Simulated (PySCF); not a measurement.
# M06-2X/STO-3G run of InCl (SMILES [Cl][In])

What is the vertical singlet–triplet gap of InCl at M06-2X/STO-3G? The job is set up through a Python script.

Program for the calculation: PySCF 2.14.0.

7 further runs of the same task are left out: 7 set aside as unsound or not needed.

## Step 1: Starting point

InCl: 2 atoms, total charge 0, spin state singlet. As SMILES, `[Cl][In]`. The coordinates come from a PBE0-D4/def2-TZVP relaxation.

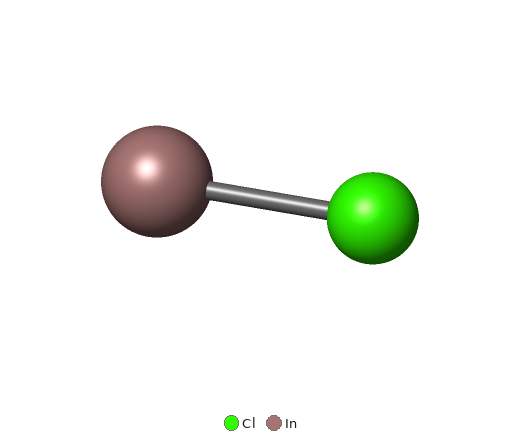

Viewed from a chosen angle; chlorine green, indium brown.

## Step 2: A single-point energy at M06-2X/STO-3G

run.py

```python
from pyscf import gto, dft

mol = gto.Mole()
mol.atom = [
    ('Cl', (0.000000, -0.000000, -0.013930)),
    ('In', (-0.000000, 0.000000, 2.399590)),
]
mol.verbose = 4
mol.charge = 0
mol.basis = 'sto-3g'
mol.max_memory = 1860
mol.build()

myscf = dft.RKS(mol, xc='m06-2x')
myscf.grids.level = 5
myscf.conv_tol = 1e-10
myscf.kernel()
if not myscf.converged:
    myscf = myscf.newton().run(myscf.mo_coeff, myscf.mo_occ)

e_final = myscf.e_tot
print(f'total energy: {e_final:.8f} hartree')
```

Started as:

```bash
$ OMP_NUM_THREADS=1 python run.py
```

What it wrote:

```text
PySCF version 2.14.0

[INPUT] num. atoms = 2
[INPUT] num. electrons = 66
[INPUT] charge = 0
[INPUT] spin (= nelec alpha-beta = 2S) = 0
[INPUT] symmetry False subgroup None
[INPUT] Mole.unit = angstrom
[INPUT] Symbol           X                Y                Z      unit          X                Y                Z       unit  Magmom
[INPUT]  1 Cl     0.000000000000   0.000000000000  -0.013930000000 AA    0.000000000000   0.000000000000  -0.026323884915 Bohr   0.0
[INPUT]  2 In     0.000000000000   0.000000000000   2.399590000000 AA    0.000000000000   0.000000000000   4.534567911245 Bohr   0.0

nuclear repulsion = 182.639719868226
number of shells = 16
number of NR pGTOs = 108
number of NR cGTOs = 36
basis = sto-3g
ecp = {}

******** <class 'pyscf.dft.rks.RKS'> ********
method = RKS
initial guess = minao
damping factor = 0
level_shift factor = 0
DIIS = <class 'pyscf.scf.diis.CDIIS'>
diis_start_cycle = 1
diis_space = 8
diis_damp = 0
SCF conv_tol = 1e-10
SCF conv_tol_grad = None
SCF max_cycles = 50
direct_scf = True
direct_scf_tol = 1e-13
XC library pyscf.dft.libxc version 7.0.0
    S. Lehtola, C. Steigemann, M. J.T. Oliveira, and M. A.L. Marques.,  SoftwareX 7, 1–5 (2018)
XC functionals = m06-2x
    Y. Zhao and D. G. Truhlar.,  Theor. Chem. Acc. 120, 215 (2008)
    Y. Zhao and D. G. Truhlar.,  Theor. Chem. Acc. 120, 215 (2008)
radial grids:
    Treutler-Ahlrichs [JCP 102, 346 (1995); DOI:10.1063/1.469408] (M4) radial grids

becke partition: Becke, JCP 88, 2547 (1988); DOI:10.1063/1.454033
pruning grids: <function nwchem_prune>
grids dens level: 5
symmetrized grids: False
atomic radii adjust function: <function treutler_atomic_radii_adjust>
small_rho_cutoff = 0
Set gradient conv threshold to 1e-05
Initial guess from minao.
tot grids = 90376
init E= -6124.75790520041
  HOMO = -0.568666628254552  LUMO = -0.34119349886997  gap/eV = 6.18986
cycle= 1 E= -6140.26896464905  delta_E= -15.5  |g|= 0.251  |ddm|= 1.52
  HOMO = -0.173609513390724  LUMO = 0.085587945817774  gap/eV = 7.05312
cycle= 2 E= -6140.28528765112  delta_E= -0.0163  |g|= 0.0398  |ddm|= 0.484
  HOMO = -0.169926906343568  LUMO = 0.0950759594433783  gap/eV = 7.21110
cycle= 3 E= -6140.28628256885  delta_E= -0.000995  |g|= 0.0162  |ddm|= 0.173
  HOMO = -0.173274787384345  LUMO = 0.0904825898329669  gap/eV = 7.17720
cycle= 4 E= -6140.2864989091  delta_E= -0.000216  |g|= 0.00204  |ddm|= 0.0557
  HOMO = -0.173391084909326  LUMO = 0.0904652053558416  gap/eV = 7.17990
cycle= 5 E= -6140.28650402143  delta_E= -5.11e-06  |g|= 0.000174  |ddm|= 0.011
  HOMO = -0.173403533884822  LUMO = 0.0904463354806374  gap/eV = 7.17972
cycle= 6 E= -6140.28650407703  delta_E= -5.56e-08  |g|= 6.09e-05  |ddm|= 0.000891
  HOMO = -0.17340332548045  LUMO = 0.090446263915486  gap/eV = 7.17971
cycle= 7 E= -6140.28650408474  delta_E= -7.72e-09  |g|= 1.61e-06  |ddm|= 0.000455
  HOMO = -0.173403583229342  LUMO = 0.0904461366259827  gap/eV = 7.17972
cycle= 8 E= -6140.28650408475  delta_E= -1.18e-11  |g|= 3.01e-07  |ddm|= 9.14e-06
  HOMO = -0.1734035818134  LUMO = 0.0904461728016067  gap/eV = 7.17972
Extra cycle  E= -6140.28650408474  delta_E= 1e-11  |g|= 8.46e-08  |ddm|= 1.33e-06
converged SCF energy = -6140.28650408474
total energy: -6140.28650408 hartree
```

Run time: 3.9 s. Hardware: 1 thread of Arm Neoverse V1, shared host; peak memory 0.24 GiB.

## Step 3: The triplet, same level

run.py

```python
from pyscf import gto, dft

mol = gto.M(
    atom='''
Cl   0.000000   0.000000  -0.013930
In   0.000000   0.000000   2.399590
''',
    spin=2,
    verbose=3,
    max_memory=1860,
    basis='sto-3g',
)

calc0 = dft.UKS(mol)
calc0.xc = 'm06-2x'
calc0.conv_tol = 1e-10
calc0.grids.level = 5
calc0.kernel()
if not calc0.converged:
    calc0 = calc0.newton().run(calc0.mo_coeff, calc0.mo_occ)

etot = calc0.e_tot
print('E(%s) = %.9f' % ('M06-2X', etot))
```

Started as:

```bash
$ OMP_NUM_THREADS=1 python run.py
```

What it wrote:

```text
WARN: HOMO -0.341193498869961 >= LUMO -0.568666628254584

WARN: HOMO -0.0451441795967457 >= LUMO -0.0775831277603515

WARN: HOMO -0.0568937463147932 >= LUMO -0.11065244695871

WARN: HOMO -0.0551916331849722 >= LUMO -0.0858572993881437

WARN: HOMO -0.0574531279846706 >= LUMO -0.0948153337835407

WARN: HOMO -0.0585480428884188 >= LUMO -0.0868480338675558

WARN: HOMO -0.0585915420312524 >= LUMO -0.0874893831329979

WARN: HOMO -0.0586223277278764 >= LUMO -0.0875633577939404

WARN: HOMO -0.0586207432603452 >= LUMO -0.0875569754256698

WARN: HOMO -0.0586216590769415 >= LUMO -0.0875470822677759

WARN: HOMO -0.0586210700171712 >= LUMO -0.087550325902307

WARN: HOMO -0.0586206468124466 >= LUMO -0.0875499721472262

WARN: HOMO -0.0586210526245064 >= LUMO -0.0875497384276305

WARN: HOMO -0.0586210167377064 >= LUMO -0.0875496750697386

WARN: HOMO -0.0586210160331605 >= LUMO -0.0875496540499692

WARN: HOMO -0.0586210064775849 >= LUMO -0.0875495227759751

WARN: HOMO -0.0586210070876316 >= LUMO -0.087549538146444

WARN: HOMO -0.0586210091640894 >= LUMO -0.0875495346050937

WARN: HOMO -0.0586210201625576 >= LUMO -0.0875497102994703

converged SCF energy = -6140.18119848995  <S^2> = 2.0018764  2S+1 = 3.0012507
E(M06-2X) = -6140.181198490
```

Run time: 12 s. Hardware: 1 thread of Arm Neoverse V1, shared host; peak memory 0.24 GiB.

## Step 4: Results

Level: M06-2X/STO-3G.

| quantity | value |
| --- | --- |
| singlet: total energy | -6140.28650 Eh |
| singlet: dipole moment | 3.45 D |
| singlet: HOMO energy | -4.72 eV |
| singlet: LUMO energy | 2.46 eV |
| singlet: HOMO–LUMO gap | 7.18 eV |
| triplet: total energy | -6140.18120 Eh |
| triplet: dipole moment | 4.27 D |
| triplet: HOMO energy (highest over α and β) | -1.60 eV |
| triplet: ⟨S²⟩ | 2.002 |
| vertical energy of the triplet above the singlet | 2.866 eV |

**Reading.** At this shape the triplet lies 2.87 eV (66 kcal/mol) above the singlet. In a minimal basis such a difference can be off by several eV, whatever the method. Relativity is left out (singlet) although the molecule holds a heavy atom. Relativity is left out (triplet) although the molecule holds a heavy atom.
